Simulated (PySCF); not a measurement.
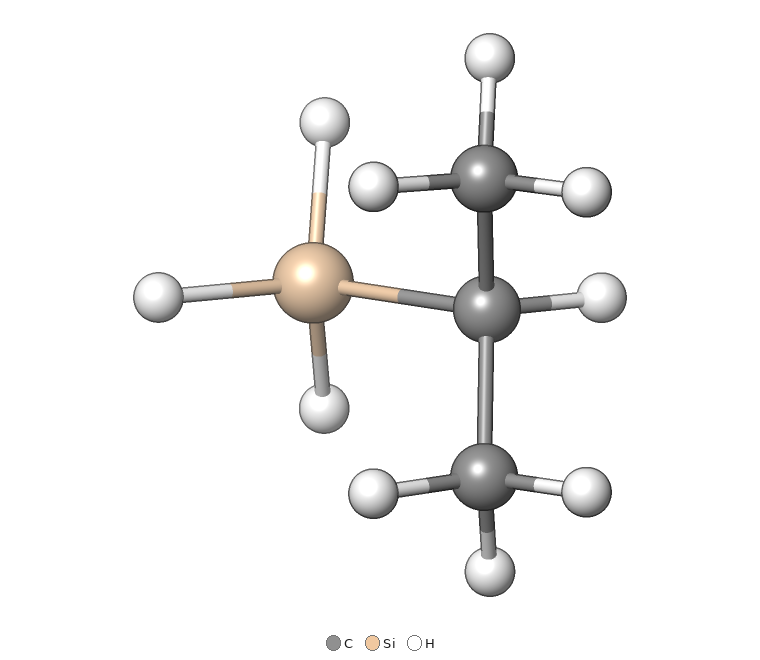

Rendered structure (ball-and-stick style).

The computed structure is the end point of a GFN2-xTB optimisation. No frequency run is at hand to confirm it as a minimum.

Count the atoms of each element.

C3H10Si, 14 atoms: 3 carbon, 10 hydrogen and 1 silicon.

How many atoms are distinct by symmetry?

9: 2 C, 1 C, 1 Si, 2 H, 2 H, 2 H, 1 H, 2 H, 1 H.

The parts below concern this one geometry. Atoms keep their numbers from picture to picture.

Geometry

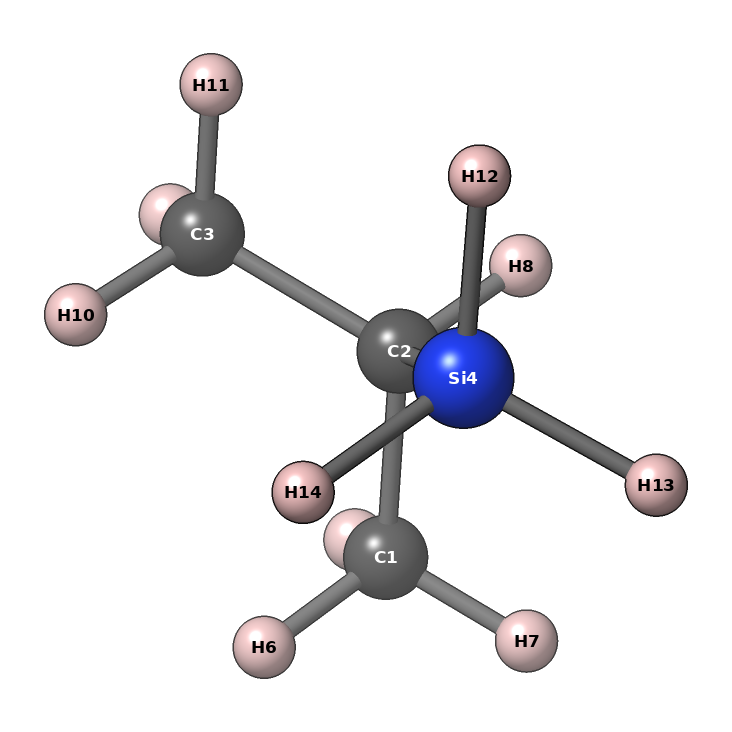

C2 lies behind Si4. The molecule seen a little off the Si4–C2 bond, Si4 in front. Distant atoms are faded towards the background colour. No frequency run is at hand to confirm it as a minimum.

What is the torsion angle H12–Si4–C2–C1? The sign is positive where the front bond must turn clockwise to cover the back bond.

179°, antiperiplanar (anti). The bonds about Si4–C2 are staggered.

Excitation

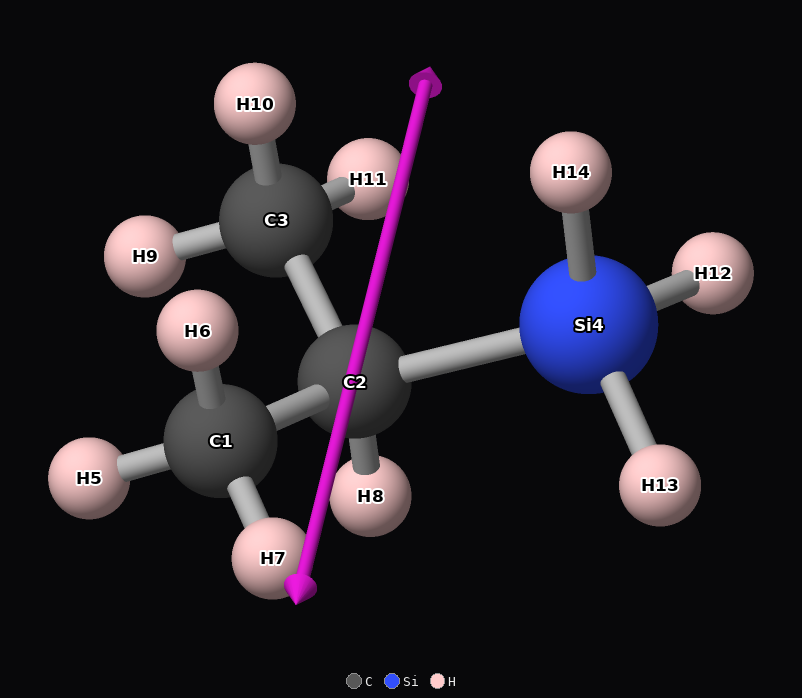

The double arrow shows the direction of the transition dipole to excited singlet state 6 (its length means nothing). No frequency run is at hand to confirm it as a minimum. Level of theory: TDDFT PBE0/def2-SVPD, vertical, gas phase, core orbitals frozen in the response (PySCF 2.14.0).

Give its energy, strength and character.

8.68 eV (143 nm), oscillator strength 0.054, mainly HOMO−2 → LUMO (weight 0.86); transition dipole 1.28 D.

Core levels

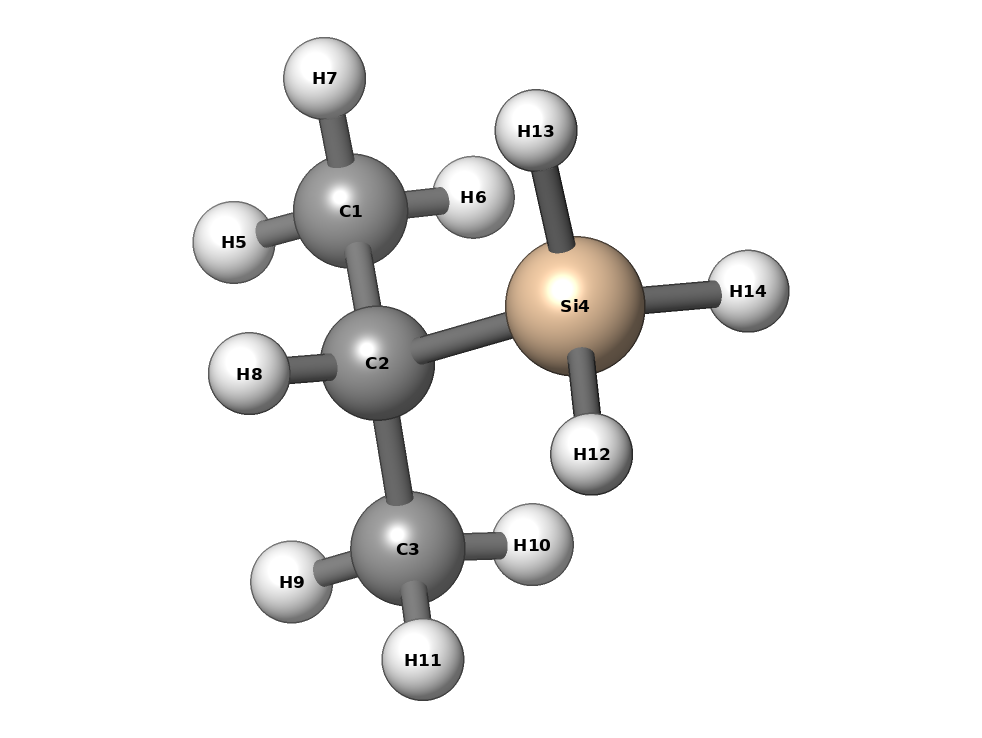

No frequency run is at hand to confirm it as a minimum. Method: delta-SCF UKS SCAN, pcX-2 on the ionised atom, pcseg-1 elsewhere, spin-free X2C (PySCF 2.14.0).

Give the core-electron binding energies (to vacuum; p and d levels without spin–orbit splitting) of C1 1s, C2 1s, Si4 1s, Si4 2p.

```json
{"atom": "C1", "level": "1s", "binding energy (eV)": "290.5"}
{"atom": "C2", "level": "1s", "binding energy (eV)": "290.1"}
{"atom": "Si4", "level": "1s", "binding energy (eV)": "1846.1"}
{"atom": "Si4", "level": "2p", "binding energy (eV)": "106.6"}
```

Polarisability

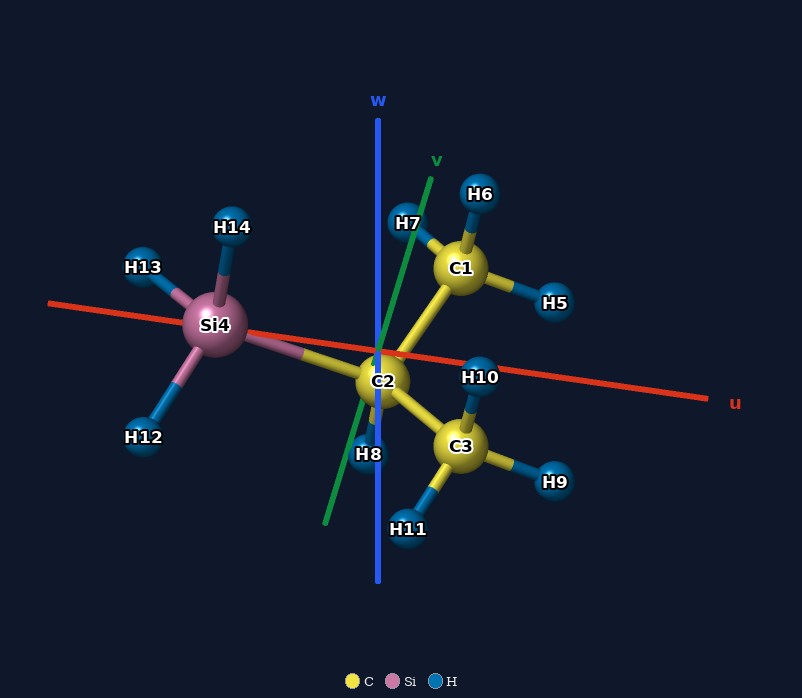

The lines u, v and w are the principal axes of the static dipole polarisability. No frequency run is at hand to confirm it as a minimum. Level of theory: PBE0/def2-SVPD (PySCF 2.14.0).

Along which axis is the molecule most polarisable, and along which least?

Most along u, least along v.

Give the three principal values.

u 73.3, v 58.8, w 65.9 bohr³; mean 66.0, anisotropy 12.6 bohr³.

The geometry is semi-empirical. Around Si such bond lengths and angles can be off by a tenth of an ångström or more and by several degrees, and values that hang on the shape move with them.
